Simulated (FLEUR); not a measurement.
Band structure of KMgH3 (Pm-3m, 5 atoms in the cell).

```xyz
5
Lattice="3.9881 0.0000 0.0000 0.0000 3.9881 0.0000 0.0000 0.0000 3.9881" Properties=species:S:1:pos:R:3 pbc="T T T"
K      0.0000     0.0000     0.0000
Mg     1.9941     1.9941     1.9941
H      1.9941     0.0000     1.9941
H      0.0000     1.9941     1.9941
H      1.9941     1.9941     0.0000
```

Method: LDA (Perdew-Zunger), all-electron FLAPW (FLEUR), scalar-relativistic valence.

Settings: Kmax = 4.4 1/bohr; GmaxXC = 17.6 1/bohr; xcFunctional = pz; jspins = 1; l_soc = F; mode = hist; fermiSmearingEnergy = 0.0001 Htr; mesh (inpgen div1-3) = 4 4 4; inpgen gamma flag = true; Gmax = 17.6 1/bohr; numbands = 0; maxIterBroyd = 40; imix = Anderson; alpha = 0.05.

The starting cell comes from a database of computed structures (which also holds hypothetical and non-ambient phases and stackings), without a prior relaxation at this level. Values depend on the basis (sphere radii, cutoffs, local orbitals), which need not be converged.

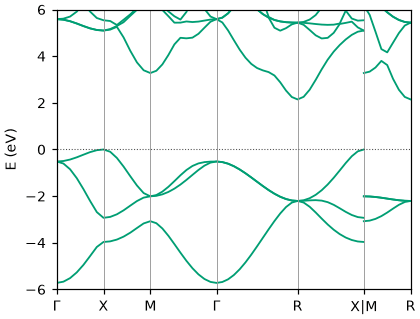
Figure: Bands along the path, energies from the Fermi level.

Levels in eV from the Fermi level, bands 8 to 15:
| point | 8 | 9 | 10 | 11 | 12 | 13 | 14 | 15 |
|---|---|---|---|---|---|---|---|---|
| Γ | -12.38 | -5.72 | -0.52 | -0.52 | 5.59 | 5.59 | 5.59 | 7.91 |
| X | -12.36 | -3.97 | -2.93 | 0.00 | 5.10 | 5.10 | 5.54 | 7.48 |
| M | -12.34 | -3.08 | -2.01 | -2.01 | 3.28 | 6.18 | 6.62 | 6.62 |
| R | -12.54 | -2.21 | -2.21 | -2.21 | 2.15 | 5.44 | 5.44 | 5.44 |
